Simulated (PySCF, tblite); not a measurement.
# ClF₄OSi₂ radical, a small gas-phase stand-in for a defect centre (Si site with back bonds F, Cl, O[Si](F)(F)F): EPR parameters

Aim: the EPR parameters of `F[Si](Cl)O[Si](F)(F)F`. It is drawn as: dangling bond.

Programs: tblite 0.8.0 and PySCF 2.14.0. All values are calculated, for the isolated system unless a continuum is named. Atoms count from 0, parts from 1.

### 1 Starting point

8 atoms, charge 0, multiplicity 2; geometry: distance geometry start.

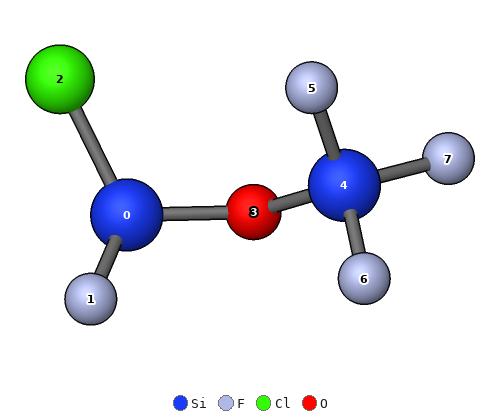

The starting geometry (silicon blue, fluorine light blue, chlorine green, oxygen red), atoms numbered.

### 2 Relaxing the cluster with GFN2-xTB

The job: settings as JSON, then the geometry in Å.

```
{"job": {"kind": "relax", "xc": "GFN2-xTB", "basis": "xTB"}, "charge": 0, "multiplicity": 2}
Si    -1.066458    -1.926517    -1.259334
F     -2.698898    -1.737876    -1.600892
Cl     0.270392    -1.443389    -2.808846
O     -0.540396    -1.437128     0.386927
Si    -0.634712     0.229172     1.007233
F     -0.033423     1.286944    -0.149763
F     -2.180501     0.616959     1.426939
F      0.358844     0.338158     2.394538
```

With the program's defaults for keys left out, this is: GFN2-xTB geometry optimisation, gas phase.

The run is started by

```bash
$ OMP_NUM_THREADS=1 python cluster_run.py task.json out
```

This one command runs all jobs of the session in turn.

The log of the run:

```text
step      E/eV     max force
  0    -850.87844    4.015
  1    -851.53898    3.225
  2    -852.33889    2.040
  3    -852.44837    1.052
  4    -852.52305    1.095
  5    -852.55675    0.851
  6    -852.60173    0.608
  7    -852.61808    0.505
  8    -852.63134    0.370
  9    -852.63712    0.306
 10    -852.64448    0.339
 11    -852.65083    0.368
 12    -852.65629    0.249
 13    -852.65859    0.103
 14    -852.65975    0.101
 15    -852.66157    0.168
 16    -852.66404    0.213
 17    -852.66577    0.135
 18    -852.66632    0.047
 19    -852.66647    0.045
 20    -852.66663    0.057
 21    -852.66695    0.087
 22    -852.66734    0.084
 23    -852.66764    0.047
 24    -852.66781    0.042
 25    -852.66797    0.049
 26    -852.66828    0.095
 27    -852.66888    0.139
 28    -852.66975    0.145
 29    -852.67049    0.084
 30    -852.67080    0.041
 31    -852.67091    0.031
 32    -852.67106    0.058
 33    -852.67131    0.079
 34    -852.67160    0.070
 35    -852.67178    0.031
 36    -852.67183    0.011
 37    -852.67184    0.009
 38    -852.67186    0.012
 39    -852.67188    0.014
 40    -852.67191    0.014
 41    -852.67193    0.010
 42    -852.67194    0.007
```

It took 2.9 s on 1 thread of Intel Xeon Platinum 8259CL at 2.50GHz, shared host.

Along the way: (not every step is listed)

| step | energy from step 0 (eV) | largest force (eV/Å) |
| --- | --- | --- |
| 0 | 0.0000 | 4.0150 |
| 1 | -0.6605 | 3.2248 |
| 2 | -1.4605 | 2.0405 |
| 3 | -1.5699 | 1.0521 |
| 4 | -1.6446 | 1.0956 |
| 5 | -1.6783 | 0.8502 |
| 6 | -1.7233 | 0.6078 |
| 7 | -1.7396 | 0.5053 |
| 8 | -1.7529 | 0.3697 |
| 10 | -1.7660 | 0.3398 |
| 12 | -1.7779 | 0.2492 |
| 14 | -1.7813 | 0.1013 |
| 16 | -1.7856 | 0.2138 |
| 18 | -1.7879 | 0.0471 |
| 20 | -1.7882 | 0.0568 |
| 22 | -1.7889 | 0.0840 |
| 24 | -1.7894 | 0.0419 |
| 26 | -1.7898 | 0.0943 |
| 28 | -1.7913 | 0.1449 |
| 30 | -1.7924 | 0.0409 |
| 32 | -1.7926 | 0.0577 |
| 34 | -1.7932 | 0.0697 |
| 36 | -1.7934 | 0.0106 |
| 37 | -1.7934 | 0.0088 |
| 38 | -1.7934 | 0.0121 |
| 39 | -1.7934 | 0.0143 |
| 40 | -1.7935 | 0.0140 |
| 41 | -1.7935 | 0.0096 |
| 42 | -1.7935 | 0.0071 |

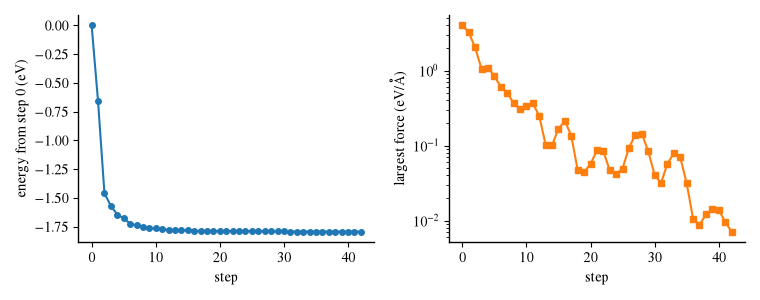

Energy and largest force along the relaxation.

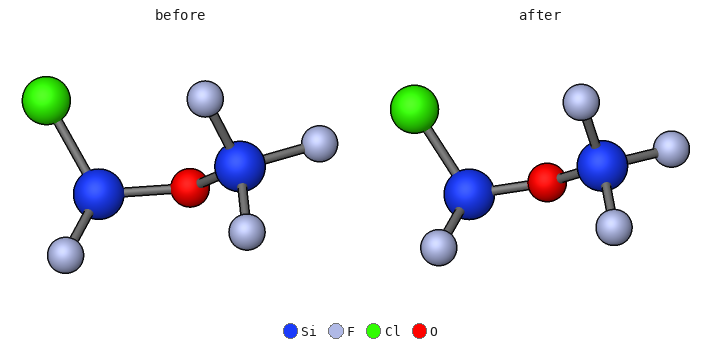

Before and after, at one scale.

Close pairs (by a distance rule), those that changed most:

```
   bond  before (Å)  after (Å)  change (Å)
 O3–Si4       1.781      1.586      -0.195
 Si0–O3       1.796      1.623      -0.174
 Si4–F7       1.710      1.572      -0.137
Si0–Cl2       2.103      1.987      -0.116
 Si4–F5       1.679      1.576      -0.103
 Si4–F6       1.648      1.573      -0.075
 Si0–F1       1.678      1.611      -0.068
```

### 3 Relaxing the molecule at PBE0-D3(BJ)/def2-SVP

The job: settings as JSON, then the geometry in Å.

```
{"job": {"xc": "PBE0", "basis": "def2-SVP", "d3": "d3bj", "grid": 2, "kind": "geom", "shake": 0.01}, "charge": 0, "multiplicity": 2}
Si    -0.130129    -1.573331    -1.068623
F     -1.689555    -1.207763    -1.428757
Cl     0.954179    -1.038572    -2.637224
O      0.195997    -0.629230     0.225673
Si     0.159215     0.740712     1.002125
F      0.709588     1.928937     0.118923
F     -1.267096     1.155028     1.498991
F      1.113879     0.595666     2.260991
```

The log of the run:

```text
step   0  E = -1512.57761330  max force = 0.036764
step   1  E = -1512.58270599  max force = 0.015851
step   2  E = -1512.58309886  max force = 0.004397
step   3  E = -1512.58316813  max force = 0.001056
step   4  E = -1512.58319532  max force = 0.001705
step   5  E = -1512.58325188  max force = 0.002934
step   6  E = -1512.58329776  max force = 0.002943
step   7  E = -1512.58334333  max force = 0.002456
step   8  E = -1512.58336643  max force = 0.001092
step   9  E = -1512.58336540  max force = 0.000333
optimisation converged
```

Wall time 3.1 min (1 thread of Intel Xeon Platinum 8259CL at 2.50GHz, shared host); peak memory 0.64 GiB.

Along the way:

```
step  energy from step 0 (eV)  largest force component (eV/Å)
   0                   0.0000                          1.8905
   1                  -0.1386                          0.8151
   2                  -0.1493                          0.2261
   3                  -0.1512                          0.0543
   4                  -0.1519                          0.0877
   5                  -0.1534                          0.1509
   6                  -0.1547                          0.1513
   7                  -0.1559                          0.1263
   8                  -0.1566                          0.0562
   9                  -0.1565                          0.0171
```

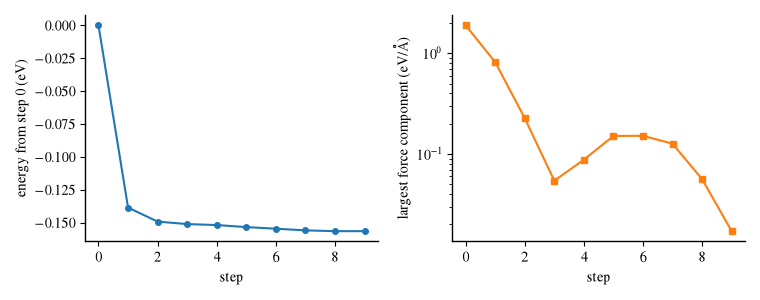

Energy and force, step by step.

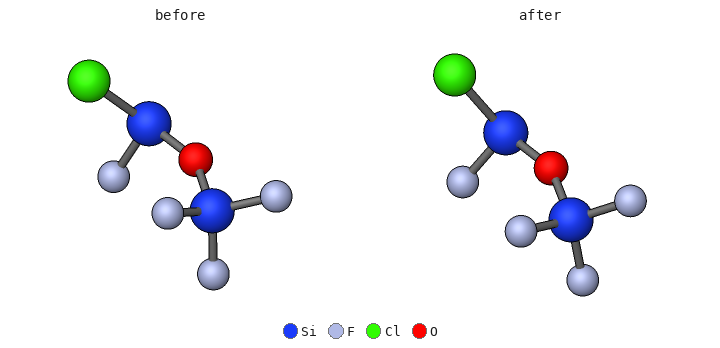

Before and after, at one scale.

Close pairs (by a distance rule), those that changed most:

```
   bond  before (Å)  after (Å)  change (Å)
Si0–Cl2       1.980      2.052      +0.072
 O3–Si4       1.575      1.617      +0.042
 Si0–F1       1.642      1.615      -0.026
 Si4–F6       1.566      1.591      +0.025
 Si4–F5       1.580      1.592      +0.012
 Si0–O3       1.635      1.647      +0.012
 Si4–F7       1.587      1.590      +0.004
```

The next job starts from the end point, and lists it.

```csv
at the end point,value
point group (found at 0.08 Å tolerance),C1
"rotational constants (GHz, main isotopes)","2.053, 0.667, 0.595"
dipole moment (D),1.59
⟨S²⟩,0.752
```

### 4 g tensor and hyperfine couplings: B3LYP/IGLO-III

The job: settings as JSON, then the geometry in Å.

```
{"job": {"kind": "epr"}, "charge": 0, "multiplicity": 2}
Si    -0.214529    -1.632658    -1.289836
F     -1.663587    -1.176239    -1.838279
Cl     1.161497    -1.358175    -2.787772
O      0.157344    -0.642489    -0.027261
Si     0.141026     0.730180     0.826634
F      0.435295     1.982758    -0.110325
F     -1.275545     0.941823     1.520102
F      1.254348     0.667662     1.960516
```

Level: UKS B3LYP, IGLO-III on Cl F O Si, non-relativistic, mean-field spin-orbit, GIAO.

The log of the run:

```text
UKS, coarse grid
  cycle   1  E = -1514.18538934  |g| = 9.56e-01
  cycle   2  E = -1513.73080094  |g| = 1.56e+00
  cycle   3  E = -1514.46346185  |g| = 9.43e-02
  cycle   4  E = -1514.46522023  |g| = 6.99e-02
  cycle   5  E = -1514.46667612  |g| = 9.92e-03
  cycle   6  E = -1514.46670681  |g| = 3.43e-03
  cycle   7  E = -1514.46671138  |g| = 1.13e-03
  cycle   8  E = -1514.46671094  |g| = 5.37e-04
UKS, final grid
  cycle   1  E = -1514.46650464  |g| = 9.19e-04
  cycle   2  E = -1514.46650409  |g| = 1.62e-03
  cycle   3  E = -1514.46650490  |g| = 8.87e-05
  cycle   4  E = -1514.46650490  |g| = 1.90e-05
E = -1514.46650490 Eh   <S^2> = 0.7514 (exact 0.7500)
g shifts (ppm)      1          2          3
  rmc          -231       -231       -231
  gc             96        102         61
  oz_so       -2664       -707       -492
  total       -2799       -837       -662
hyperfine (MHz)  atom isotope    a_iso     a_fc   dipolar eigenvalues
    0  29Si   -1372.19   -1373.32   -113.63     55.93     57.70
    1   19F     290.65     289.06   -128.91   -123.03    251.93
    2  35Cl      41.57      41.03    -26.73    -26.43     53.16
    3   17O    -100.79    -100.73    -15.18      7.13      8.06
    4  29Si     -35.82     -35.87     -4.05      1.99      2.06
    5   19F      14.44      14.41     -6.46     -6.18     12.64
    6   19F       2.53       2.53     -2.19     -1.70      3.89
    7   19F       3.87       3.89     -2.80     -2.50      5.30
```

Run time: 1.8 min. Hardware: 1 thread of Intel Xeon Platinum 8259CL at 2.50GHz, shared host; peak memory 1.1 GiB.

Principal g values 1.99952, 2.00148, 2.00166; g(iso) = 2.00089, against 2.00232 for a free electron.

Hyperfine couplings, nucleus by nucleus at this fixed geometry (no averaging over rotations):

```
nuclei  isotope  a(iso) (MHz)  a(iso) (G, at g = 2.0023)  largest dipolar term (MHz)
   Si0     29Si       -1372.2                     -489.6                      -113.6
    F1      19F         290.6                      103.7                       251.9
    O3      17O        -100.8                      -36.0                       -15.2
   Cl2     35Cl          41.6                       14.8                        53.2
   Si4     29Si         -35.8                      -12.8                        -4.0
    F5      19F          14.4                        5.2                        12.6
    F7      19F           3.9                        1.4                         5.3
    F6      19F           2.5                        0.9                         3.9
```

Mulliken spin populations:

```
atom  value (e)
 Si0       0.83
  F1       0.03
 Cl2       0.12
  O3       0.01
 Si4       0.02
  F5       0.00
  F6       0.00
  F7       0.00
```

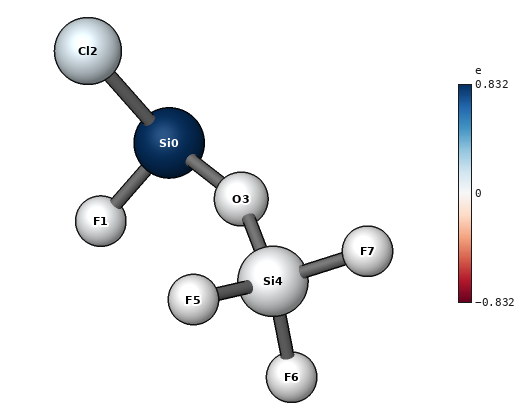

Mulliken spin populations, as colours on the atoms.

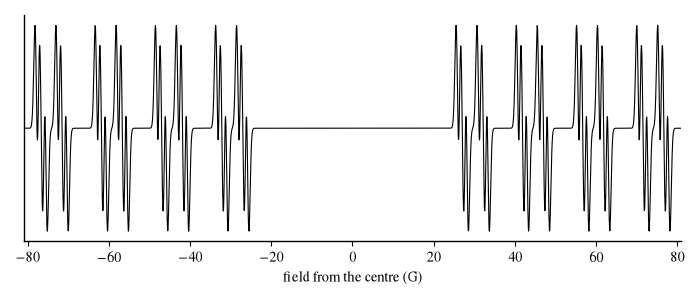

First-order isotropic spectrum (first derivative, main isotopes with spin only, couplings over 0.8 MHz, Gaussian width 0.4 G; couplings of the frozen geometry, rotation of groups not averaged beyond the rows shown).

### 5 EPR parameters: BHandHLYP/IGLO-III

The job, as its differences from that of step 4:

```diff
@@ -1,2 +1,2 @@
-{"job": {"kind": "epr"}, "charge": 0, "multiplicity": 2}
+{"job": {"kind": "epr", "xc": "BHandHLYP"}, "charge": 0, "multiplicity": 2}
 Si    -0.214529    -1.632658    -1.289836
```

With the program's defaults for keys left out, this is: UKS BHandHLYP, IGLO-III on Cl F O Si, non-relativistic, mean-field spin-orbit, GIAO.

The log of the run:

```text
UKS, coarse grid
  cycle   1  E = -1514.01649973  |g| = 8.28e-01
  cycle   2  E = -1513.98621403  |g| = 9.45e-01
  cycle   3  E = -1514.24084875  |g| = 4.84e-02
  cycle   4  E = -1514.24174989  |g| = 2.89e-02
  cycle   5  E = -1514.24205756  |g| = 7.88e-03
  cycle   6  E = -1514.24209095  |g| = 2.31e-03
  cycle   7  E = -1514.24209335  |g| = 9.40e-04
UKS, final grid
  cycle   1  E = -1514.24196274  |g| = 7.67e-04
  cycle   2  E = -1514.24196284  |g| = 8.03e-04
  cycle   3  E = -1514.24196306  |g| = 1.17e-04
  cycle   4  E = -1514.24196307  |g| = 7.54e-05
  cycle   5  E = -1514.24196308  |g| = 1.14e-05
E = -1514.24196308 Eh   <S^2> = 0.7524 (exact 0.7500)
g shifts (ppm)      1          2          3
  rmc          -232       -232       -232
  gc             94        113         46
  oz_so       -2826       -953       -441
  total       -2964      -1071       -627
hyperfine (MHz)  atom isotope    a_iso     a_fc   dipolar eigenvalues
    0  29Si   -1404.44   -1405.56   -121.77     59.21     62.55
    1   19F     313.76     312.35   -124.67   -119.13    243.80
    2  35Cl      43.40      42.98    -25.76    -25.65     51.42
    3   17O     -99.27     -99.22    -14.81      6.97      7.84
    4  29Si     -30.69     -30.73     -3.95      1.92      2.02
    5   19F      11.68      11.65     -5.31     -5.14     10.45
    6   19F       1.51       1.52     -1.85     -1.40      3.25
    7   19F       2.79       2.80     -2.32     -2.10      4.42
```

Wall time 1.9 min (1 thread of Intel Xeon Platinum 8259CL at 2.50GHz, shared host); peak memory 1.1 GiB.

In short: g(iso) 2.00077.

### 6 Comparing the runs: EPR parameters

g, ⟨S²⟩ and isotropic hyperfine couplings (MHz), with basis size and wall time:

```csv
run,g(iso),⟨S²⟩,29Si Si0,19F F1,17O O3,35Cl Cl2,29Si Si4,functions,time
B3LYP/IGLO-III,2.00089,0.751,-1372.2,290.6,-100.8,41.6,-35.8,307,1.8 min
BHandHLYP/IGLO-III,2.00077,0.752,-1404.4,313.8,-99.3,43.4,-30.7,307,1.9 min
```

### 7 Summary of results

```
                            quantity                     value
                         point group                        C1
rotational constants (main isotopes)      2.05, 0.67, 0.60 GHz
                      g(iso) (B3LYP)                   2.00089
                                ⟨S²⟩        0.751 (exact 0.75)
                      largest a(iso)  29Si on Si0, -1372.2 MHz
```

In words: The start of the PBE0/def2-SVP relaxation was shaken at random by about 0.01 Å, so part of the energy gained, and of the first lengths quoted, undoes that. The optimisation took 9 steps and gained 0.157 eV; among the close pairs (by a distance rule), Si0–Cl2 changed most, from 1.980 to 2.052 Å (PBE0/def2-SVP). No frequency check was run at this level, so the end point may be a saddle. Si0 carries the largest spin population, 0.83 e. The isotropic g lies 1.4 ppt below the free-electron value. The coupling of 29Si on Si0 runs from -1404.4 (BHandHLYP/IGLO-III) to -1372.2 MHz (B3LYP/IGLO-III).
